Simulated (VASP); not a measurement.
Band structure of MnSn (space group P6_3/mmc). Computed with PBEsol GGA, VASP's PBE PAW potentials (set 64) (plane waves; VASP).

The run has a spin-polarised start. Unless said otherwise, spin-orbit coupling is left out, though it shifts the bands of the heavy elements here.

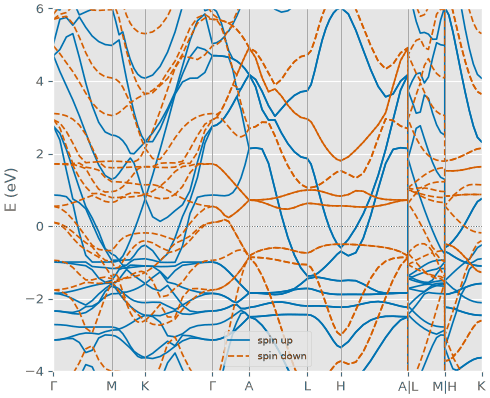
Figure. Bands along high-symmetry lines, zero at the valence-band maximum or, without a gap, the Fermi level

Task: Read the plot: is there a gap, and where are the band edges?

Result: It has no gap at this level: it comes out as a metal or semimetal. (Edges off the drawn lines would not show.)

The structure comes from a computed database's MnSn entry (P6_3/mmc); how it stands against other phases isn't given here. It was relaxed first, which changed the volume by -6 %.
